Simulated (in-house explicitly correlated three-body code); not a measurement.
Two electrons around a point charge Z = 23.588. Computed variationally in 260 exponentially correlated functions with an in-house code, non-relativistic, converged to about 10⁻⁸ of the energy. Wanted, and plotted below: the bound S and P states that converged, by term and principal number n, on a logarithmic scale of binding.

The ground state is bound by 7173 eV. The n = 2 states drawn run, from the deepest, 2 ³S (1773 eV), 2 ³P (1750 eV), 2 ¹S (1747 eV), 2 ¹P (1730 eV). Exchange puts 2 ³S below 2 ¹S by 26.4 eV and 2 ³P below 2 ¹P by 19.7 eV. Quantum defects n − (Z − 1)/√(2 E(binding)): 2 ³S 0.021, 2 ³P 0.008, 2 ¹S 0.007, 2 ¹P −0.003.

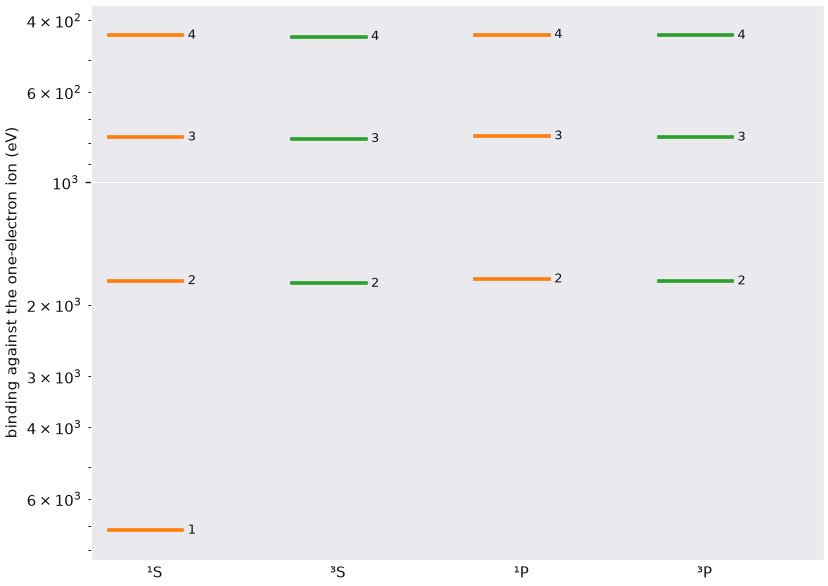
